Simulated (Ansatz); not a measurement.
```xyz
6

N     1.5727    0.7535   -0.6546
Si   -1.5773   -1.0681   -0.5855
Si    0.2166    0.2054    0.1243
H    -2.1636   -0.9606    0.8435
H     1.6040    0.4633   -1.6339
H     0.2791    0.6946    1.5610
```

Geometry: PBE0-D3(BJ)/def2-SVPD.

Method: isolated molecule in a Gaussian basis; Kohn-Sham density functional theory, functional PBE0 in Ansatz.

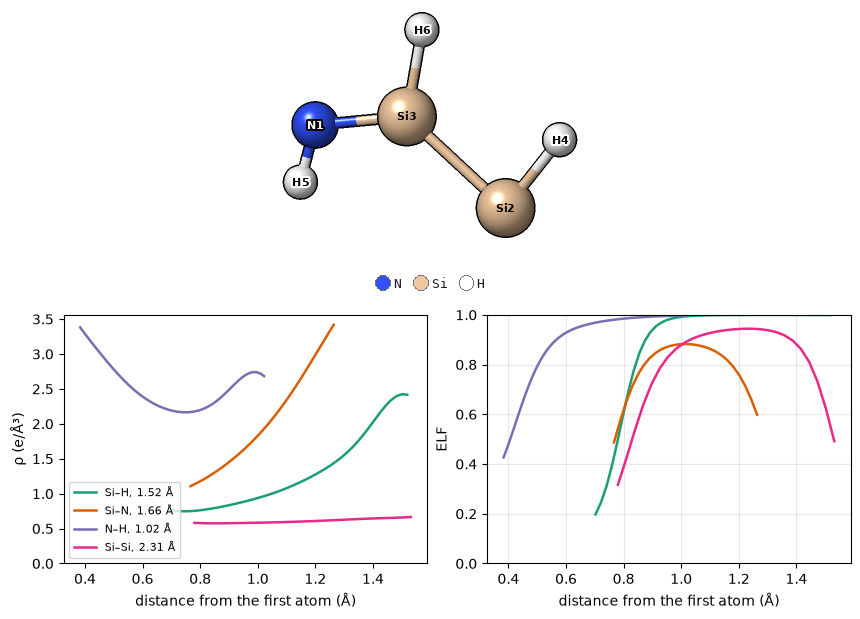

H$_{3}$NSi$_{2}$ (SMILES [NH-][SiH]=[SiH]) (charge −1, doublet). Electron density and electron localisation function along straight lines between neighbouring atoms. The curves leave out the atomic cores. The structure is drawn too.

Question: Compare the contacts.

Answer: Si–H (1.52 Å): ρ at the midpoint is about 0.75 e/Å³; the ELF climbs to about 1 towards the hydrogen, as it does in any bond to H.
Si–N (1.66 Å): ρ is about 1.2 e/Å³ halfway; the ELF peaks at about 0.90 between the atoms (a short, strongly polar bond).
N–H (1.02 Å): ρ is about 2.7 e/Å³ halfway; the ELF climbs to about 1 towards the hydrogen: an ordinary covalent bond to hydrogen.
Si–Si (2.31 Å): ρ is about 0.6 e/Å³ halfway; the ELF peaks at about 0.95 between the atoms; a covalent bond.
